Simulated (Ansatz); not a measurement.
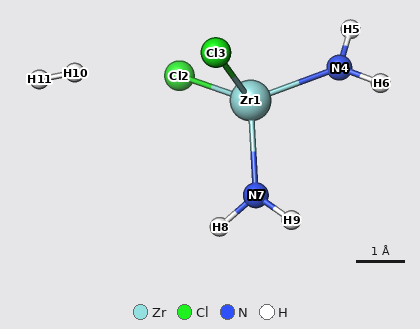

The input geometry (ball-and-stick view, seen at a tilt; atoms are numbered from 1 in the order of the input). Sticks mark near contacts. Bond lengths as drawn: Cl–Zr 2.37 to 2.39 Å, H–H 0.77 Å, H–N 1.03 Å and N–Zr 2.02 Å.

## Run report: ZrN2H6Cl2, molecular dynamics (part 1 of 3)

System: ZrN2H6Cl2.
Method: RKS PBE/def2-SVP (Ansatz 0.2.0).

It belongs to a series of runs on one base structure; here: dynamics from the highest image of the converged band. Figures and captions count atoms from 1; the log counts them from 0 in places.

### What the program printed
```
Engine: ansatz 0.2.0, aarch64-unknown-linux-gnu
Functional definition: PBE
  parameter kappa = 0.804
  parameter beta = 0.06672455060314922
  exchange = pbe_x(kappa = kappa, mu = beta*pi^2/3)
  correlation = pbe_c(beta = beta)
1360 factors; their error is unknown
mean field evaluation 1: about -29368.0419 eV, gradient 9.2e1 eV
mean field evaluation 2: about -29223.5561 eV, gradient 2.3e2 eV
mean field evaluation 4: about -29383.0459 eV, gradient 3.0e1 eV
mean field evaluation 8: about -29385.6485 eV, gradient 1.9e-1 eV
mean field evaluation 16: about -29385.5921 eV, gradient 2.2e-3 eV
mean field -29385.59206250 eV, -1079.9005900274 hartree, gradient 1.1e-5 eV, S^2 0.000000; 0 other end points of the search recorded, 0 dependent functions left out
the calculation of the forces begins
reference -29385.59215528 eV, -1079.9005934367 hartree; 33, 33 occupied and 92, 92 virtual orbitals, 1360 factors
md step     0: t =     0.00 fs  T =   100.0 K  F+E_penalty+E_count = -29385.59206250 eV  E_kin = 0.116334 eV  conserved = -29385.47572851 eV  (31 SCF iters)
these checks for a lower state are left out or cut short: starts, cluster_reference, orbital_swaps, neighbouring_geometries, increment
1360 factors; their error is unknown
mean field -29385.59019895 eV, -1079.9005215430 hartree, gradient 1.1e-5 eV, S^2 0.000000; 0 other end points of the search recorded, 0 dependent functions left out
the calculation of the forces begins
reference -29385.59029171 eV, -1079.9005249518 hartree; 33, 33 occupied and 92, 92 virtual orbitals, 1360 factors
md step     1: t =     0.50 fs  T =    98.4 K  F+E_penalty+E_count = -29385.59019895 eV  E_kin = 0.114518 eV  conserved = -29385.47568048 eV  (33 SCF iters)
[... from here on the SCF iterations and repeated set-up lines of each step are left out, up to the last step ...]
md step     2: t =     1.00 fs  T =    94.5 K  F+E_penalty+E_count = -29385.58545963 eV  E_kin = 0.109898 eV  conserved = -29385.47556200 eV  (33 SCF iters)
md step     3: t =     1.50 fs  T =    89.6 K  F+E_penalty+E_count = -29385.57969295 eV  E_kin = 0.104268 eV  conserved = -29385.47542462 eV  (33 SCF iters)
md step     4: t =     2.00 fs  T =    85.7 K  F+E_penalty+E_count = -29385.57504928 eV  E_kin = 0.099725 eV  conserved = -29385.47532407 eV  (33 SCF iters)
md step     5: t =     2.50 fs  T =    84.1 K  F+E_penalty+E_count = -29385.57310904 eV  E_kin = 0.097811 eV  conserved = -29385.47529835 eV  (33 SCF iters)
md step     6: t =     3.00 fs  T =    85.0 K  F+E_penalty+E_count = -29385.57428420 eV  E_kin = 0.098930 eV  conserved = -29385.47535432 eV  (32 SCF iters)
md step     7: t =     3.50 fs  T =    87.9 K  F+E_penalty+E_count = -29385.57770556 eV  E_kin = 0.102238 eV  conserved = -29385.47546719 eV  (33 SCF iters)
md step     8: t =     4.00 fs  T =    91.1 K  F+E_penalty+E_count = -29385.58160816 eV  E_kin = 0.106017 eV  conserved = -29385.47559145 eV  (33 SCF iters)
md step     9: t =     4.50 fs  T =    93.2 K  F+E_penalty+E_count = -29385.58404528 eV  E_kin = 0.108367 eV  conserved = -29385.47567789 eV  (32 SCF iters)
md step    10: t =     5.00 fs  T =    92.8 K  F+E_penalty+E_count = -29385.58366248 eV  E_kin = 0.107972 eV  conserved = -29385.47569080 eV  (32 SCF iters)
md step    11: t =     5.50 fs  T =    89.9 K  F+E_penalty+E_count = -29385.58025600 eV  E_kin = 0.104634 eV  conserved = -29385.47562152 eV  (33 SCF iters)
md step    12: t =     6.00 fs  T =    85.4 K  F+E_penalty+E_count = -29385.57490005 eV  E_kin = 0.099405 eV  conserved = -29385.47549521 eV  (32 SCF iters)
md step    13: t =     6.50 fs  T =    81.0 K  F+E_penalty+E_count = -29385.56954674 eV  E_kin = 0.094182 eV  conserved = -29385.47536477 eV  (33 SCF iters)
md step    14: t =     7.00 fs  T =    78.1 K  F+E_penalty+E_count = -29385.56620139 eV  E_kin = 0.090911 eV  conserved = -29385.47529000 eV  (33 SCF iters)
md step    15: t =     7.50 fs  T =    78.0 K  F+E_penalty+E_count = -29385.56600439 eV  E_kin = 0.090697 eV  conserved = -29385.47530788 eV  (33 SCF iters)
md step    16: t =     8.00 fs  T =    80.2 K  F+E_penalty+E_count = -29385.56867104 eV  E_kin = 0.093260 eV  conserved = -29385.47541125 eV  (33 SCF iters)
md step    17: t =     8.50 fs  T =    83.4 K  F+E_penalty+E_count = -29385.57260475 eV  E_kin = 0.097053 eV  conserved = -29385.47555166 eV  (32 SCF iters)
md step    18: t =     9.00 fs  T =    85.9 K  F+E_penalty+E_count = -29385.57563804 eV  E_kin = 0.099973 eV  conserved = -29385.47566523 eV  (32 SCF iters)
md step    19: t =     9.50 fs  T =    86.2 K  F+E_penalty+E_count = -29385.57601432 eV  E_kin = 0.100310 eV  conserved = -29385.47570410 eV  (32 SCF iters)
md step    20: t =    10.00 fs  T =    83.8 K  F+E_penalty+E_count = -29385.57313141 eV  E_kin = 0.097476 eV  conserved = -29385.47565591 eV  (33 SCF iters)
md step    21: t =    10.50 fs  T =    79.3 K  F+E_penalty+E_count = -29385.56774180 eV  E_kin = 0.092197 eV  conserved = -29385.47554482 eV  (33 SCF iters)
md step    22: t =    11.00 fs  T =    74.1 K  F+E_penalty+E_count = -29385.56158301 eV  E_kin = 0.086165 eV  conserved = -29385.47541838 eV  (33 SCF iters)
md step    23: t =    11.50 fs  T =    69.9 K  F+E_penalty+E_count = -29385.55663764 eV  E_kin = 0.081310 eV  conserved = -29385.47532754 eV  (32 SCF iters)
md step    24: t =    12.00 fs  T =    67.9 K  F+E_penalty+E_count = -29385.55433550 eV  E_kin = 0.079028 eV  conserved = -29385.47530722 eV  (32 SCF iters)
md step    25: t =    12.50 fs  T =    68.5 K  F+E_penalty+E_count = -29385.55500421 eV  E_kin = 0.079640 eV  conserved = -29385.47536384 eV  (33 SCF iters)
md step    26: t =    13.00 fs  T =    70.7 K  F+E_penalty+E_count = -29385.55776471 eV  E_kin = 0.082290 eV  conserved = -29385.47547432 eV  (33 SCF iters)
md step    27: t =    13.50 fs  T =    73.3 K  F+E_penalty+E_count = -29385.56089145 eV  E_kin = 0.085296 eV  conserved = -29385.47559551 eV  (32 SCF iters)
md step    28: t =    14.00 fs  T =    74.6 K  F+E_penalty+E_count = -29385.56249134 eV  E_kin = 0.086812 eV  conserved = -29385.47567957 eV  (32 SCF iters)
md step    29: t =    14.50 fs  T =    73.6 K  F+E_penalty+E_count = -29385.56125751 eV  E_kin = 0.085567 eV  conserved = -29385.47569047 eV  (33 SCF iters)
md step    30: t =    15.00 fs  T =    70.0 K  F+E_penalty+E_count = -29385.55703237 eV  E_kin = 0.081414 eV  conserved = -29385.47561825 eV  (33 SCF iters)
md step    31: t =    15.50 fs  T =    64.9 K  F+E_penalty+E_count = -29385.55095358 eV  E_kin = 0.075466 eV  conserved = -29385.47548718 eV  (32 SCF iters)
md step    32: t =    16.00 fs  T =    59.9 K  F+E_penalty+E_count = -29385.54506324 eV  E_kin = 0.069712 eV  conserved = -29385.47535136 eV  (32 SCF iters)
md step    33: t =    16.50 fs  T =    56.9 K  F+E_penalty+E_count = -29385.54146275 eV  E_kin = 0.066189 eV  conserved = -29385.47527337 eV  (32 SCF iters)
md step    34: t =    17.00 fs  T =    56.8 K  F+E_penalty+E_count = -29385.54134939 eV  E_kin = 0.066057 eV  conserved = -29385.47529282 eV  (31 SCF iters)
md step    35: t =    17.50 fs  T =    59.3 K  F+E_penalty+E_count = -29385.54441559 eV  E_kin = 0.069013 eV  conserved = -29385.47540246 eV  (32 SCF iters)
md step    36: t =    18.00 fs  T =    63.1 K  F+E_penalty+E_count = -29385.54896349 eV  E_kin = 0.073413 eV  conserved = -29385.47555010 eV  (32 SCF iters)
md step    37: t =    18.50 fs  T =    66.2 K  F+E_penalty+E_count = -29385.55270440 eV  E_kin = 0.077038 eV  conserved = -29385.47566610 eV  (32 SCF iters)
md step    38: t =    19.00 fs  T =    67.2 K  F+E_penalty+E_count = -29385.55382944 eV  E_kin = 0.078131 eV  conserved = -29385.47569874 eV  (32 SCF iters)
md step    39: t =    19.50 fs  T =    65.5 K  F+E_penalty+E_count = -29385.55181243 eV  E_kin = 0.076175 eV  conserved = -29385.47563727 eV  (32 SCF iters)
md step    40: t =    20.00 fs  T =    62.0 K  F+E_penalty+E_count = -29385.54758650 eV  E_kin = 0.072073 eV  conserved = -29385.47551346 eV  (32 SCF iters)
md step    41: t =    20.50 fs  T =    58.2 K  F+E_penalty+E_count = -29385.54306360 eV  E_kin = 0.067680 eV  conserved = -29385.47538334 eV  (32 SCF iters)
md step    42: t =    21.00 fs  T =    55.8 K  F+E_penalty+E_count = -29385.54026260 eV  E_kin = 0.064960 eV  conserved = -29385.47530268 eV  (32 SCF iters)
md step    43: t =    21.50 fs  T =    56.0 K  F+E_penalty+E_count = -29385.54044332 eV  E_kin = 0.065140 eV  conserved = -29385.47530298 eV  (32 SCF iters)
md step    44: t =    22.00 fs  T =    58.6 K  F+E_penalty+E_count = -29385.54361010 eV  E_kin = 0.068229 eV  conserved = -29385.47538101 eV  (32 SCF iters)
md step    45: t =    22.50 fs  T =    62.8 K  F+E_penalty+E_count = -29385.54855505 eV  E_kin = 0.073052 eV  conserved = -29385.47550314 eV  (32 SCF iters)
md step    46: t =    23.00 fs  T =    66.8 K  F+E_penalty+E_count = -29385.55337890 eV  E_kin = 0.077758 eV  conserved = -29385.47562082 eV  (32 SCF iters)
md step    47: t =    23.50 fs  T =    69.3 K  F+E_penalty+E_count = -29385.55625383 eV  E_kin = 0.080565 eV  conserved = -29385.47568839 eV  (32 SCF iters)
md step    48: t =    24.00 fs  T =    69.2 K  F+E_penalty+E_count = -29385.55614176 eV  E_kin = 0.080463 eV  conserved = -29385.47567869 eV  (32 SCF iters)
md step    49: t =    24.50 fs  T =    66.7 K  F+E_penalty+E_count = -29385.55321834 eV  E_kin = 0.077625 eV  conserved = -29385.47559298 eV  (32 SCF iters)
md step    50: t =    25.00 fs  T =    63.1 K  F+E_penalty+E_count = -29385.54884326 eV  E_kin = 0.073380 eV  conserved = -29385.47546342 eV  (32 SCF iters)
md step    51: t =    25.50 fs  T =    59.9 K  F+E_penalty+E_count = -29385.54504667 eV  E_kin = 0.069703 eV  conserved = -29385.47534402 eV  (32 SCF iters)
md step    52: t =    26.00 fs  T =    58.8 K  F+E_penalty+E_count = -29385.54368391 eV  E_kin = 0.068395 eV  conserved = -29385.47528900 eV  (32 SCF iters)
md step    53: t =    26.50 fs  T =    60.4 K  F+E_penalty+E_count = -29385.54560051 eV  E_kin = 0.070275 eV  conserved = -29385.47532563 eV  (32 SCF iters)
md step    54: t =    27.00 fs  T =    64.3 K  F+E_penalty+E_count = -29385.55021970 eV  E_kin = 0.074782 eV  conserved = -29385.47543758 eV  (30 SCF iters)
md step    55: t =    27.50 fs  T =    69.0 K  F+E_penalty+E_count = -29385.55579746 eV  E_kin = 0.080226 eV  conserved = -29385.47557143 eV  (32 SCF iters)
md step    56: t =    28.00 fs  T =    72.7 K  F+E_penalty+E_count = -29385.56024135 eV  E_kin = 0.084576 eV  conserved = -29385.47566497 eV  (32 SCF iters)
md step    57: t =    28.50 fs  T =    74.3 K  F+E_penalty+E_count = -29385.56207472 eV  E_kin = 0.086398 eV  conserved = -29385.47567701 eV  (32 SCF iters)
md step    58: t =    29.00 fs  T =    73.5 K  F+E_penalty+E_count = -29385.56107537 eV  E_kin = 0.085469 eV  conserved = -29385.47560600 eV  (32 SCF iters)
md step    59: t =    29.50 fs  T =    71.2 K  F+E_penalty+E_count = -29385.55830996 eV  E_kin = 0.082823 eV  conserved = -29385.47548712 eV  (32 SCF iters)
md step    60: t =    30.00 fs  T =    69.0 K  F+E_penalty+E_count = -29385.55559960 eV  E_kin = 0.080226 eV  conserved = -29385.47537354 eV  (32 SCF iters)
md step    61: t =    30.50 fs  T =    68.2 K  F+E_penalty+E_count = -29385.55470037 eV  E_kin = 0.079388 eV  conserved = -29385.47531225 eV  (32 SCF iters)
md step    62: t =    31.00 fs  T =    69.8 K  F+E_penalty+E_count = -29385.55657337 eV  E_kin = 0.081248 eV  conserved = -29385.47532512 eV  (32 SCF iters)
md step    63: t =    31.50 fs  T =    73.6 K  F+E_penalty+E_count = -29385.56103692 eV  E_kin = 0.085634 eV  conserved = -29385.47540332 eV  (32 SCF iters)
md step    64: t =    32.00 fs  T =    78.5 K  F+E_penalty+E_count = -29385.56689431 eV  E_kin = 0.091380 eV  conserved = -29385.47551478 eV  (32 SCF iters)
md step    65: t =    32.50 fs  T =    83.2 K  F+E_penalty+E_count = -29385.57242958 eV  E_kin = 0.096811 eV  conserved = -29385.47561818 eV  (32 SCF iters)
md step    66: t =    33.00 fs  T =    86.3 K  F+E_penalty+E_count = -29385.57605614 eV  E_kin = 0.100380 eV  conserved = -29385.47567641 eV  (32 SCF iters)
md step    67: t =    33.50 fs  T =    87.0 K  F+E_penalty+E_count = -29385.57690190 eV  E_kin = 0.101235 eV  conserved = -29385.47566699 eV  (33 SCF iters)
md step    68: t =    34.00 fs  T =    85.6 K  F+E_penalty+E_count = -29385.57515848 eV  E_kin = 0.099569 eV  conserved = -29385.47558996 eV  (32 SCF iters)
md step    69: t =    34.50 fs  T =    83.0 K  F+E_penalty+E_count = -29385.57206761 eV  E_kin = 0.096595 eV  conserved = -29385.47547212 eV  (33 SCF iters)
md step    70: t =    35.00 fs  T =    80.9 K  F+E_penalty+E_count = -29385.56948692 eV  E_kin = 0.094125 eV  conserved = -29385.47536209 eV  (32 SCF iters)
md step    71: t =    35.50 fs  T =    80.6 K  F+E_penalty+E_count = -29385.56912764 eV  E_kin = 0.093816 eV  conserved = -29385.47531173 eV  (32 SCF iters)
md step    72: t =    36.00 fs  T =    82.9 K  F+E_penalty+E_count = -29385.57175739 eV  E_kin = 0.096408 eV  conserved = -29385.47534945 eV  (32 SCF iters)
md step    73: t =    36.50 fs  T =    87.1 K  F+E_penalty+E_count = -29385.57677284 eV  E_kin = 0.101311 eV  conserved = -29385.47546157 eV  (32 SCF iters)
md step    74: t =    37.00 fs  T =    91.8 K  F+E_penalty+E_count = -29385.58241744 eV  E_kin = 0.106821 eV  conserved = -29385.47559633 eV  (32 SCF iters)
md step    75: t =    37.50 fs  T =    95.3 K  F+E_penalty+E_count = -29385.58657888 eV  E_kin = 0.110889 eV  conserved = -29385.47569007 eV  (32 SCF iters)
md step    76: t =    38.00 fs  T =    96.3 K  F+E_penalty+E_count = -29385.58777039 eV  E_kin = 0.112071 eV  conserved = -29385.47569945 eV  (32 SCF iters)
md step    77: t =    38.50 fs  T =    94.7 K  F+E_penalty+E_count = -29385.58580518 eV  E_kin = 0.110184 eV  conserved = -29385.47562151 eV  (32 SCF iters)
md step    78: t =    39.00 fs  T =    91.4 K  F+E_penalty+E_count = -29385.58185259 eV  E_kin = 0.106360 eV  conserved = -29385.47549290 eV  (33 SCF iters)
md step    79: t =    39.50 fs  T =    88.1 K  F+E_penalty+E_count = -29385.57788125 eV  E_kin = 0.102510 eV  conserved = -29385.47537101 eV  (32 SCF iters)
md step    80: t =    40.00 fs  T =    86.4 K  F+E_penalty+E_count = -29385.57577578 eV  E_kin = 0.100469 eV  conserved = -29385.47530723 eV  (32 SCF iters)
md step    81: t =    40.50 fs  T =    87.0 K  F+E_penalty+E_count = -29385.57653823 eV  E_kin = 0.101213 eV  conserved = -29385.47532515 eV  (33 SCF iters)
md step    82: t =    41.00 fs  T =    89.8 K  F+E_penalty+E_count = -29385.57991293 eV  E_kin = 0.104500 eV  conserved = -29385.47541322 eV  (33 SCF iters)
md step    83: t =    41.50 fs  T =    93.7 K  F+E_penalty+E_count = -29385.58455491 eV  E_kin = 0.109022 eV  conserved = -29385.47553311 eV  (33 SCF iters)
md step    84: t =    42.00 fs  T =    97.1 K  F+E_penalty+E_count = -29385.58862035 eV  E_kin = 0.112983 eV  conserved = -29385.47563690 eV  (32 SCF iters)
md step    85: t =    42.50 fs  T =    98.7 K  F+E_penalty+E_count = -29385.59051483 eV  E_kin = 0.114830 eV  conserved = -29385.47568467 eV  (32 SCF iters)
md step    86: t =    43.00 fs  T =    97.9 K  F+E_penalty+E_count = -29385.58952106 eV  E_kin = 0.113864 eV  conserved = -29385.47565731 eV  (33 SCF iters)
md step    87: t =    43.50 fs  T =    95.0 K  F+E_penalty+E_count = -29385.58609514 eV  E_kin = 0.110531 eV  conserved = -29385.47556376 eV  (32 SCF iters)
md step    88: t =    44.00 fs  T =    91.4 K  F+E_penalty+E_count = -29385.58171722 eV  E_kin = 0.106276 eV  conserved = -29385.47544075 eV  (32 SCF iters)
md step    89: t =    44.50 fs  T =    88.5 K  F+E_penalty+E_count = -29385.57830766 eV  E_kin = 0.102966 eV  conserved = -29385.47534191 eV  (32 SCF iters)
md step    90: t =    45.00 fs  T =    87.7 K  F+E_penalty+E_count = -29385.57739113 eV  E_kin = 0.102076 eV  conserved = -29385.47531541 eV  (32 SCF iters)
md step    91: t =    45.50 fs  T =    89.4 K  F+E_penalty+E_count = -29385.57935877 eV  E_kin = 0.103980 eV  conserved = -29385.47537863 eV  (32 SCF iters)
md step    92: t =    46.00 fs  T =    92.6 K  F+E_penalty+E_count = -29385.58321204 eV  E_kin = 0.107707 eV  conserved = -29385.47550532 eV  (31 SCF iters)
md step    93: t =    46.50 fs  T =    95.7 K  F+E_penalty+E_count = -29385.58697348 eV  E_kin = 0.111337 eV  conserved = -29385.47563663 eV  (32 SCF iters)
md step    94: t =    47.00 fs  T =    97.0 K  F+E_penalty+E_count = -29385.58859361 eV  E_kin = 0.112883 eV  conserved = -29385.47571087 eV  (33 SCF iters)
md step    95: t =    47.50 fs  T =    95.6 K  F+E_penalty+E_count = -29385.58690165 eV  E_kin = 0.111207 eV  conserved = -29385.47569443 eV  (33 SCF iters)
md step    96: t =    48.00 fs  T =    91.6 K  F+E_penalty+E_count = -29385.58212818 eV  E_kin = 0.106531 eV  conserved = -29385.47559682 eV  (33 SCF iters)
md step    97: t =    48.50 fs  T =    86.2 K  F+E_penalty+E_count = -29385.57576591 eV  E_kin = 0.100302 eV  conserved = -29385.47546371 eV  (33 SCF iters)
md step    98: t =    49.00 fs  T =    81.2 K  F+E_penalty+E_count = -29385.56987085 eV  E_kin = 0.094517 eV  conserved = -29385.47535355 eV  (31 SCF iters)
md step    99: t =    49.50 fs  T =    78.1 K  F+E_penalty+E_count = -29385.56616001 eV  E_kin = 0.090850 eV  conserved = -29385.47531043 eV  (32 SCF iters)
md step   100: t =    50.00 fs  T =    77.3 K  F+E_penalty+E_count = -29385.56532333 eV  E_kin = 0.089977 eV  conserved = -29385.47534636 eV  (33 SCF iters)
md step   101: t =    50.50 fs  T =    78.6 K  F+E_penalty+E_count = -29385.56682558 eV  E_kin = 0.091385 eV  conserved = -29385.47544046 eV  (32 SCF iters)
md step   102: t =    51.00 fs  T =    80.5 K  F+E_penalty+E_count = -29385.56922051 eV  E_kin = 0.093669 eV  conserved = -29385.47555165 eV  (33 SCF iters)
md step   103: t =    51.50 fs  T =    81.8 K  F+E_penalty+E_count = -29385.57078509 eV  E_kin = 0.095148 eV  conserved = -29385.47563670 eV  (33 SCF iters)
md step   104: t =    52.00 fs  T =    81.3 K  F+E_penalty+E_count = -29385.57019948 eV  E_kin = 0.094535 eV  conserved = -29385.47566426 eV  (33 SCF iters)
md step   105: t =    52.50 fs  T =    78.6 K  F+E_penalty+E_count = -29385.56704388 eV  E_kin = 0.091421 eV  conserved = -29385.47562337 eV  (33 SCF iters)
md step   106: t =    53.00 fs  T =    74.3 K  F+E_penalty+E_count = -29385.56196939 eV  E_kin = 0.086442 eV  conserved = -29385.47552731 eV  (33 SCF iters)
md step   107: t =    53.50 fs  T =    69.7 K  F+E_penalty+E_count = -29385.55648133 eV  E_kin = 0.081069 eV  conserved = -29385.47541213 eV  (32 SCF iters)
md step   108: t =    54.00 fs  T =    66.2 K  F+E_penalty+E_count = -29385.55236804 eV  E_kin = 0.077042 eV  conserved = -29385.47532640 eV  (32 SCF iters)
md step   109: t =    54.50 fs  T =    65.0 K  F+E_penalty+E_count = -29385.55094569 eV  E_kin = 0.075635 eV  conserved = -29385.47531116 eV  (33 SCF iters)
md step   110: t =    55.00 fs  T =    66.2 K  F+E_penalty+E_count = -29385.55242972 eV  E_kin = 0.077051 eV  conserved = -29385.47537865 eV  (32 SCF iters)
md step   111: t =    55.50 fs  T =    69.0 K  F+E_penalty+E_count = -29385.55575754 eV  E_kin = 0.080255 eV  conserved = -29385.47550236 eV  (32 SCF iters)
md step   112: t =    56.00 fs  T =    71.7 K  F+E_penalty+E_count = -29385.55900390 eV  E_kin = 0.083376 eV  conserved = -29385.47562786 eV  (33 SCF iters)
md step   113: t =    56.50 fs  T =    72.7 K  F+E_penalty+E_count = -29385.56022147 eV  E_kin = 0.084523 eV  conserved = -29385.47569893 eV  (33 SCF iters)
md step   114: t =    57.00 fs  T =    71.0 K  F+E_penalty+E_count = -29385.55830897 eV  E_kin = 0.082625 eV  conserved = -29385.47568413 eV  (33 SCF iters)
```
